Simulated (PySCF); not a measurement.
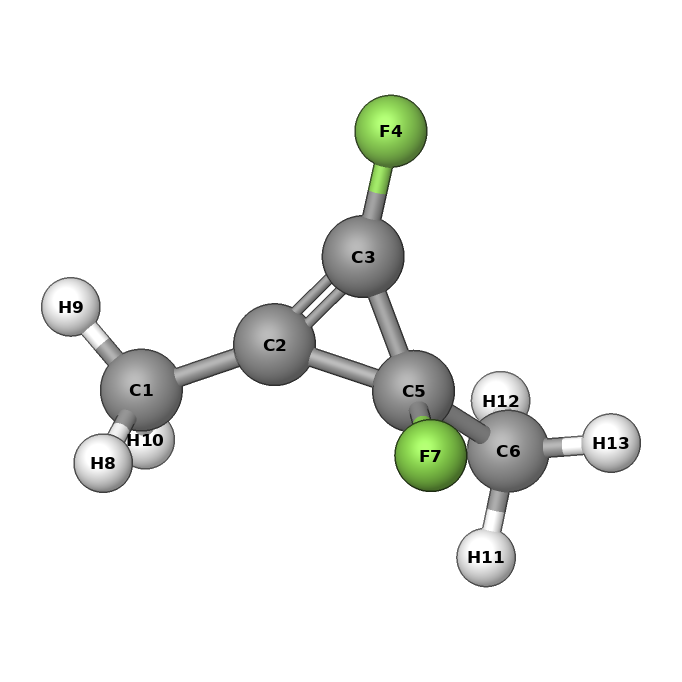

Atoms carry their numbers in the input. The geometry was computed by an optimisation with PBE0-D3(BJ)/def2-SVP. No frequency run is at hand to confirm it as a minimum.

Question: How are the neighbours of atom 1 arranged?

Answer: C1 has 4 neighbours (C2 at 1.47, H8 at 1.10, H9 at 1.10, H10 at 1.10 Å); the arrangement is tetrahedral.

Question: Describe the coordination of atom 6.

Answer: C6 has 4 neighbours (C5 at 1.50, H11 at 1.10, H12 at 1.10, H13 at 1.10 Å); the arrangement is tetrahedral.

Question: What is the dihedral angle C3–C2–C5–F7?

Answer: 106° in size, that is anticlinal.
